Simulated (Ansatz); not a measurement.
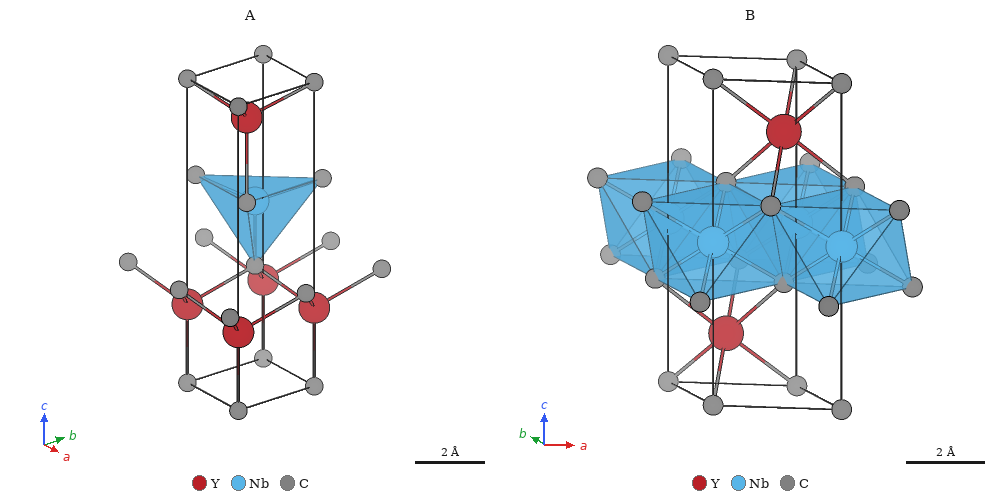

Two structures of Y$_{2}$NbC$_{3}$, each relaxed to rest (conventional cells in solid outline, small ones repeated, not to one scale). Method: Ansatz 0.2.0, DFT PBE, scalar-relativistic, plane waves, PAW, without spin polarisation.

Question: What are the two structures?

Answer: A: 6 atoms a cell on a primitive hexagonal lattice, P3m1. B: 6 atoms a cell on a primitive hexagonal lattice, P-3m1.

Question: Compare their energies: which is lower?

Answer: B is lower, by 452 meV/atom at this level of theory (energies at zero smearing). Volumes: A 18.0, B 14.2 Å³/atom.

One or both may be structure types tried for this composition rather than known phases.
